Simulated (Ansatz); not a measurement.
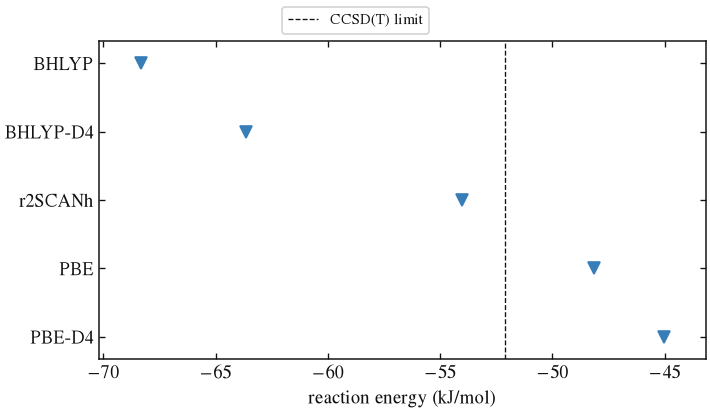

Electronic reaction energy of GaBSiH₆S (B[S][GaH][SiH3]) + AlHOCl₂ ([OH][Al]([Cl])[Cl]) → AlBH₂OCl₂ (B[O][Al]([Cl])[Cl]) + GaSiH₅S ([SiH3][GaH][SH]) (SMILES in brackets) at several levels (functionals in def2-TZVPP unless a basis is named), isolated molecules at PBE0-D4 triple-zeta geometries, minima by their frequencies, no zero-point or thermal terms, the Ansatz code. The line is frozen-core CCSD(T) at the basis limit (MP2 extrapolated from triple and quadruple zeta, plus CCSD(T) less MP2 in a smaller set). No dispersion term is added to BHLYP, r2SCANh and PBE.

**What do zero-point energy and temperature add?**

Zero-point change −4.8 kJ/mol; at 298.15 K and 1 bar the CCSD(T) limit plus thermal terms gives an enthalpy of reaction of −55.6 and a free energy of −60.0 kJ/mol (harmonic PBE0-D4 modes, ideal gas).

**Give the values.**

| level | kJ/mol | less CCSD(T) limit |
| --- | --- | --- |
| BHLYP | −68.3 | −16.2 |
| BHLYP-D4 | −63.7 | −11.6 |
| r2SCANh | −54.0 | −1.9 |
| PBE | −48.1 | 4.0 |
| PBE-D4 | −45.0 | 7.1 |
| CCSD(T) limit | −52.1 | 0.0 |

Caveats: no scalar relativity up to krypton; outer-core shells are correlated without core-valence functions, which makes the correlated values less sure; one conformer of each flexible molecule.
